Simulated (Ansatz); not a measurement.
# HF/STO-3G run of GeH4 (SMILES [H][Ge]([H])([H])[H])

Aim: the electronic atomisation energy of GeH4 at HF/STO-3G, from 3 runs. 

The results are computed with Ansatz 0.2.0.

30 further runs of the same task are left out: 2 that didn't finish, 28 set aside as unsound or not needed.

## (1) Starting point

GeH4 has 5 atoms, charge 0, and is taken as a singlet. As SMILES, `[H][Ge]([H])([H])[H]`. The shape comes from GFN2-xTB, which is rough for such elements, and wasn't checked as a minimum.

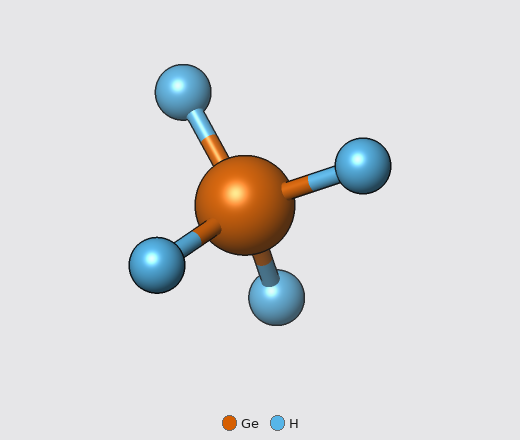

The structure, seen from a chosen angle (germanium orange, hydrogen blue).

## (2) A single-point energy at HF/STO-3G

File run.yaml:

```yaml
crystal:
  periodic: [false, false, false]
  atoms:
    - {symbol: Ge, position_ang: [0.000120, 0.000440, -0.000220]}
    - {symbol: H, position_ang: [0.011480, -0.018150, 1.481920]}
    - {symbol: H, position_ang: [1.394900, 0.010030, -0.503500]}
    - {symbol: H, position_ang: [-0.707610, 1.213950, -0.473620]}
    - {symbol: H, position_ang: [-0.698890, -1.206270, -0.504580]}
basis:
  gaussian:
    orbitals: STO-3G
accuracy: high
hamiltonian:
  xc: hf
```

Launch:

```
$ ansatz run run.yaml --threads 1 --pin off --max-ram 2610MiB --events-out events.jsonl --progress --plain --runs-dir runs
```

What it wrote:

```text
Warning: RAYON_NUM_THREADS=1 ignored (pool sized by the plan → 1); use --threads N
Functional definition: HF
  name "HF"
  exchange = exact_x
  correlation = 0
290 factors; integrals over basis functions are off by at most 7.8e-9 eV
mean field evaluation 1: about -55894.3499 eV, gradient 5.6e0 eV
mean field evaluation 2: about -55894.3496 eV, gradient 5.6e0 eV
mean field evaluation 4: about -55894.5239 eV, gradient 1.4e-1 eV
mean field evaluation 8: about -55894.5240 eV, gradient 6.0e-5 eV
mean field -55894.52402687 eV, -2054.0858713182 hartree, gradient 5.5e-8 eV, S^2 0.000000; 0 other end points of the search recorded, 0 dependent functions left out
reference -55894.52402687 eV, -2054.0858713182 hartree; 18, 18 occupied and 4, 4 virtual orbitals, 290 factors
Total energy: -55894.52402687 eV, -2054.0858713182 hartree
```

Run time: 0.12 s. Hardware: 1 thread of Intel Xeon Platinum 8375C at 2.90GHz (Ice Lake), shared host.

## (3) The Ge atom, same level

File molecule.yaml:

```yaml
crystal:
  periodic: [false, false, false]
  atoms:
    - {symbol: Ge, position_ang: [0.000000, 0.000000, 0.000000]}
basis:
  gaussian:
    orbitals: STO-3G
magnetization:
  spin_polarized: true
  initial_magnetization: 2
hamiltonian:
  xc: hf
accuracy: high
```

Run the same way, it converges to -2051.63626 Eh (log not shown).

## (4) The H atom, same level

File in.yaml:

```yaml
crystal:
  periodic: [false, false, false]
  atoms:
    - symbol: H
      position_ang: [0.000000, 0.000000, 0.000000]
basis:
  gaussian:
    orbitals: STO-3G
magnetization:
  spin_polarized: true
  initial_magnetization: 1
hamiltonian:
  xc: hf
accuracy: high
```

Run the same way, it converges to -0.46658 Eh (log not shown).

## (5) Outcome

Level: HF/STO-3G.

| quantity | value |
| --- | --- |
| molecule: total energy | -2054.08587 Eh |
| Ge atom: total energy | -2051.63626 Eh |
| Ge atom: ⟨S²⟩ | 2.000 |
| H atom: total energy | -0.46658 Eh |
| H atom: ⟨S²⟩ | 0.750 |
| electronic atomisation energy | 15.872 eV |

In words: Taking the molecule apart into free atoms costs 15.87 eV (1531 kJ/mol), before zero-point energy and without spin-orbit coupling. Hartree–Fock lacks the correlation of the bonding pairs, which as a rule makes this value much too low; in minimal bases other errors can mask that. In a minimal basis such a difference can be off by several eV, whatever the method.
